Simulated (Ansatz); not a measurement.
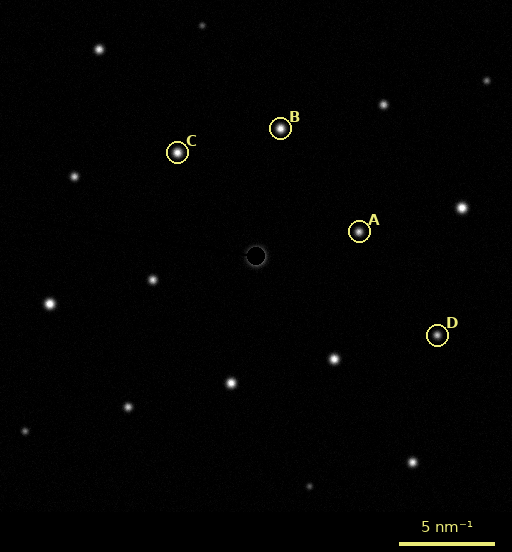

Kinematic zone-axis pattern, calculated for 80 keV electrons with B = 0.8 Å². The zone axis points towards the electron source and the pattern is seen from the source side.

Crystal: OsPd₂, space group Fd-3m (No. 227), a = 7.17 Å. Structure: the end point of a relaxation with Ansatz 0.2.0, DFT, PAW plane waves, pbe; the starting structure was generated, so it need not be a known form of this composition.

```cif
data_structure
_symmetry_space_group_name_H-M 'Fd-3m:1'
_symmetry_Int_Tables_number 227
_cell_length_a 7.1684
_cell_length_b 7.1684
_cell_length_c 7.1684
_cell_angle_alpha 90.000
_cell_angle_beta 90.000
_cell_angle_gamma 90.000
_cell_volume 368.35
loop_
_atom_site_label
_atom_site_type_symbol
_atom_site_symmetry_multiplicity
_atom_site_Wyckoff_symbol
_atom_site_fract_x
_atom_site_fract_y
_atom_site_fract_z
_atom_site_occupancy
Pd1 Pd 16 c 0.12500 0.62500 0.62500 1
Os1 Os 8 b 0.25000 0.25000 0.75000 1
```

Spot A is indexed 0 0 -4 and spot B -2 4 -2.

Index the other marked spots.

Answer. C = −A + B = -2 4 2 (d = 1.463 Å). D = 2A − B = 2 -4 -6 (d = 0.958 Å).

Find the zone axis.

Answer. The cross product of A and B is parallel to [210]; every spot obeys hu + kv + lw = 0.

What are the spacings of A and B and the angle between them?

Answer. d(A) = 1.792 Å, d(B) = 1.463 Å, and the angle is 65.9°.
